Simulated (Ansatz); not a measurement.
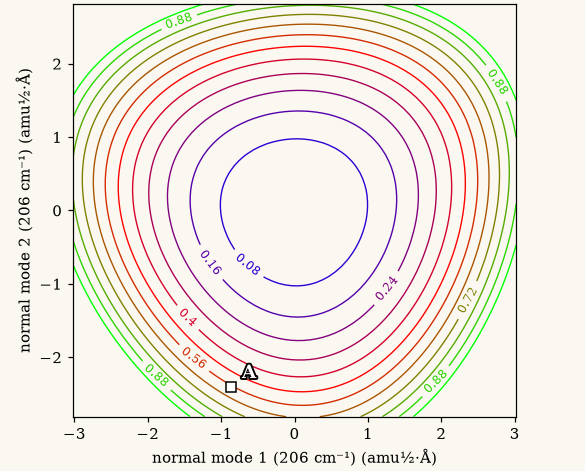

BrF3Si, SMILES F[Si](F)(F)Br. The first coordinate is: normal mode 1 (206 cm⁻¹); the second: normal mode 2 (206 cm⁻¹). Nothing is relaxed (straight displacements along the two mass-weighted modes). Grid: 15 × 15 points. Points are written as (first, second). All energies are given in eV relative to the relaxed molecule at the same level. Theory: RHF/def2-SVP (Ansatz).

The picture shows contour lines labelled in eV (none above 0.96), the point A. Between grid points the surface is interpolated.

Which way does the force act at A, and how strong is it?

A, at (−0.86 amu½·Å, −2.41 amu½·Å), is not a stationary point. The computed force is 0.24 eV for each amu½·Å towards larger values of normal mode 1 (206 cm⁻¹) and 0.44 eV for each amu½·Å towards larger values of normal mode 2 (206 cm⁻¹).
